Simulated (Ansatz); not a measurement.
Starting cell, Se (trigonal-Se type, space group P3_121):

```yaml
crystal:
  lattice:
    - [9.06910, 0.00000, 0.00000]
    - [-2.26727, 3.92703, 0.00000]
    - [4.53455, 0.00000, 5.04146]
  atoms:
    - { symbol: Se, position: [0.69240, 0.00000, 0.83333] }
    - { symbol: Se, position: [0.19240, 0.00000, 0.83333] }
    - { symbol: Se, position: [0.91667, 0.21814, 0.16667] }
    - { symbol: Se, position: [0.41667, 0.21814, 0.16667] }
    - { symbol: Se, position: [0.14093, 0.78186, 0.50000] }
    - { symbol: Se, position: [0.64093, 0.78186, 0.50000] }
```

The atoms are displaced by Q × the pattern below (from a DFPT mode at L = (0.5, 0.0, 0.5), largest move 1; Q in Å), at fixed cell. (q is in reciprocal vectors of the primitive cell; the cell shown is doubled to hold the pattern.)

```json
[
 {"atom": "Se1", "x": "0.026", "y": "0.395", "z": "0.918"},
 {"atom": "Se2", "x": "-0.026", "y": "-0.395", "z": "-0.918"},
 {"atom": "Se3", "x": "-0.317", "y": "-0.183", "z": "0.903"},
 {"atom": "Se4", "x": "0.317", "y": "0.183", "z": "-0.903"},
 {"atom": "Se5", "x": "0.355", "y": "-0.175", "z": "0.918"},
 {"atom": "Se6", "x": "-0.355", "y": "0.175", "z": "-0.918"}
]
```

Computed with PBE (plane waves to 420 eV, PAW, scalar-relativistic; Ansatz, a quantum-chemistry and plane-wave program). k mesh 8×8×8 (Γ-centred), Fermi-Dirac smearing 0.05 eV. Energies are smeared free energies. Se was relaxed with its symmetry unable to fall. The zero of ΔE is the undisplaced structure.

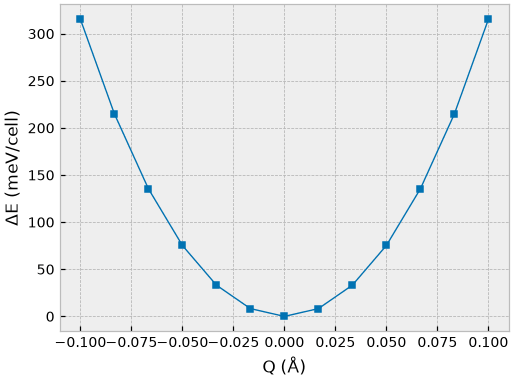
Figure. ΔE (meV/cell) against Q (Å); markers are the computed points, lines only join them.

Problem. What is the energy change at Q = 0.100 Å?

Solution. About 320 meV/cell.

Problem. What harmonic wavenumber does the curvature at Q = 0 give?

Solution. About 190 cm⁻¹.

(For displaced atoms, the force is minus the slope of the energy, and its curvature is a force constant, which sets phonon frequencies.)
